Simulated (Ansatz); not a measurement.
# C2H8Si (dimethylsilane): PBE0/def2-SVP

Aim: the electronic atomisation energy of C2H8Si (dimethylsilane) at PBE0/def2-SVP, from 4 runs. 

Program for the calculation: Ansatz 0.2.0.

50 further runs of the same task are left out: 50 set aside as unsound or not needed.

**1. The system as given**

C2H8Si: 11 atoms, total charge 0, spin state singlet. As SMILES, `C[SiH2]C`. The coordinates come from a PBE0-D4/def2-TZVP relaxation.

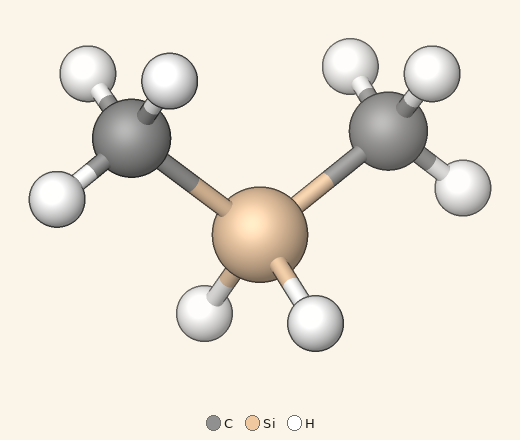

Viewed from a chosen angle; carbon grey, silicon light orange, hydrogen white.

**2. The energy at PBE0/def2-SVP**

Input file input.yaml:

```yaml
crystal:
  periodic: [false, false, false]
  atoms:
    - {symbol: C, position_ang: [-1.050200, 0.967200, -0.661200]}
    - {symbol: Si, position_ang: [-0.309200, -0.653200, -0.087600]}
    - {symbol: C, position_ang: [1.346600, -0.392300, 0.745700]}
    - {symbol: H, position_ang: [-2.015800, 0.806900, -1.146100]}
    - {symbol: H, position_ang: [-0.391700, 1.464600, -1.377800]}
    - {symbol: H, position_ang: [-1.204900, 1.644900, 0.182100]}
    - {symbol: H, position_ang: [-0.139900, -1.564200, -1.256100]}
    - {symbol: H, position_ang: [-1.245100, -1.319300, 0.863300]}
    - {symbol: H, position_ang: [2.058200, 0.075200, 0.060400]}
    - {symbol: H, position_ang: [1.772600, -1.342000, 1.077400]}
    - {symbol: H, position_ang: [1.244800, 0.255200, 1.620300]}
basis:
  gaussian:
    orbitals: def2-SVP
output: {orbitals: {seedname: orbitals}}
accuracy: high
hamiltonian:
  xc: {name: PBE0}
```

On the command line:

```sh
$ ansatz run input.yaml --threads 1 --pin off --max-ram 3480MiB --events-out events.jsonl --progress --plain --runs-dir runs
```

Log:

```text
Warning: RAYON_NUM_THREADS=1 ignored (pool sized by the plan → 1); use --threads N
Functional definition: PBE0
  name "PBE0"
  parameter a = 0.25
  parameter kappa = 0.804
  parameter beta = 0.06672455060314922
  exchange = (1 - a)*pbe_x(kappa = kappa, mu = beta*pi^2/3) + a*exact_x
  correlation = pbe_c(beta = beta)
2062 factors; integrals over basis functions are off by at most 3.6e-9 eV
mean field evaluation 1: about -10065.3124 eV, gradient 5.4e1 eV
mean field evaluation 2: about -10063.5870 eV, gradient 5.7e1 eV
mean field evaluation 4: about -10072.2302 eV, gradient 6.9e-1 eV
mean field evaluation 8: about -10072.4110 eV, gradient 6.2e-2 eV
mean field evaluation 16: about -10072.4110 eV, gradient 5.5e-7 eV
mean field -10072.41097524 eV, -370.1542760148 hartree, gradient 2.7e-8 eV, S^2 0.000000; 0 other end points of the search recorded, 0 dependent functions left out
reference -10072.41097779 eV, -370.1542761083 hartree; 17, 17 occupied and 69, 69 virtual orbitals, 2062 factors
Total energy: -10072.41097779 eV, -370.1542761083 hartree
```

Run time: 7.5 s. Hardware: 1 thread of Arm Neoverse V2, shared host; peak memory 0.28 GiB.

**3. The C atom, same level**

Input file input.yaml:

```yaml
crystal:
  periodic: [false, false, false]
  atoms:
    - {symbol: C, position_ang: [0.000000, 0.000000, 0.000000]}
basis:
  gaussian: {orbitals: def2-SVP}
magnetization: {spin_polarized: true, initial_magnetization: 2}
hamiltonian: {xc: {name: PBE0}}
accuracy: high
```

Run the same way, it converges to -37.76066 Eh (log not shown).

**4. The H atom**

Input file run.yaml:

```yaml
basis:
  gaussian: {orbitals: def2-SVP}
crystal:
  periodic: [false, false, false]
  atoms:
    - {symbol: H, position_ang: [0.000000, 0.000000, 0.000000]}
magnetization: {spin_polarized: true, initial_magnetization: 1}
hamiltonian: {xc: {name: PBE0}}
accuracy: high
```

Run the same way, it converges to -0.50029 Eh (log not shown).

**5. The Si atom**

Input file run.yaml:

```yaml
crystal:
  periodic: [false, false, false]
  atoms:
    - {symbol: Si, position_ang: [0.000000, 0.000000, 0.000000]}
basis:
  gaussian:
    orbitals: def2-SVP
magnetization:
  spin_polarized: true
  initial_magnetization: 2
hamiltonian:
  xc: {name: PBE0}
accuracy: high
```

Run the same way, it converges to -289.15194 Eh (log not shown).

**6. Summary of results**

Level: PBE0/def2-SVP.

| quantity | value |
| --- | --- |
| molecule: total energy | -370.15428 Eh |
| molecule: HOMO energy | -8.82 eV |
| molecule: LUMO energy | 1.63 eV |
| molecule: HOMO–LUMO gap | 10.45 eV |
| C atom: total energy | -37.76066 Eh |
| C atom: ⟨S²⟩ | 2.002 |
| H atom: total energy | -0.50029 Eh |
| H atom: ⟨S²⟩ | 0.750 |
| Si atom: total energy | -289.15194 Eh |
| Si atom: ⟨S²⟩ | 2.004 |
| electronic atomisation energy | 40.237 eV |

Taking the molecule apart into free atoms costs 40.24 eV (928 kcal/mol), before zero-point energy and without spin-orbit coupling.
